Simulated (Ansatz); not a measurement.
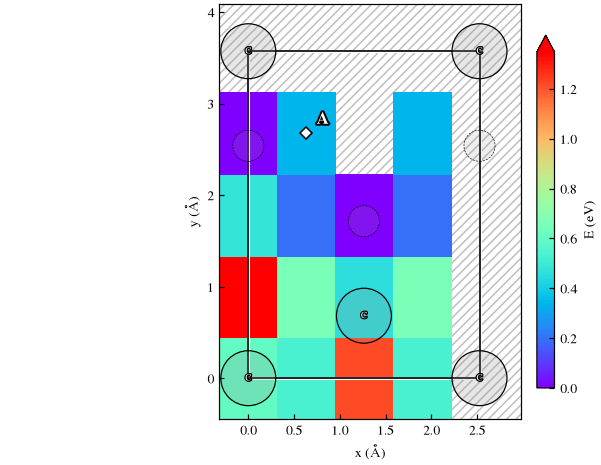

CO on a C(110) slab cut from the Fd-3m phase, its upper half relaxed before the scan (20 atoms of substrate and one adsorbate in a 2 × 1 cell). 
- CO is moved over the surface cell; relaxed at each place: the height of the adsorbate's atoms; substrate rigid; the origin of the map has the adsorbate above C17.
- Places are given modulo a cell vector. The map is drawn in real space over the plane of the surface.
- Grid: 4 × 4 points; 11 points were computed and 4 follow by symmetry. At 1 point there is no value.
- Places are given in fractions of the 1 × 1 surface cell.
- Energies are in eV, from the lowest grid point.
- The calculation used DFT PBE, scalar-relativistic, plane waves, PAW in Ansatz 0.2.0. Settings: cutoff 420 eV, k-mesh 5×8×1, gaussian smearing 0.05 eV, no spin polarisation.

In the figure: one coloured cell a grid point, labelled circles for the atoms of the top layer and small ones for the second layer, the outline of one cell of the plane, one colour for all values above the top of the scale, hatched blanks where no value was computed, the point A.

Question: Which way does the force act at A, and how strong is it?

Answer: A, at (1/4, 3/4) of the cell vectors, is not a stationary point. The computed force is 1.3 eV/Å in the plane, pointing down and left in the picture (components −1.0 and −0.8 eV/Å).

PAW datasets: the set soft_1.
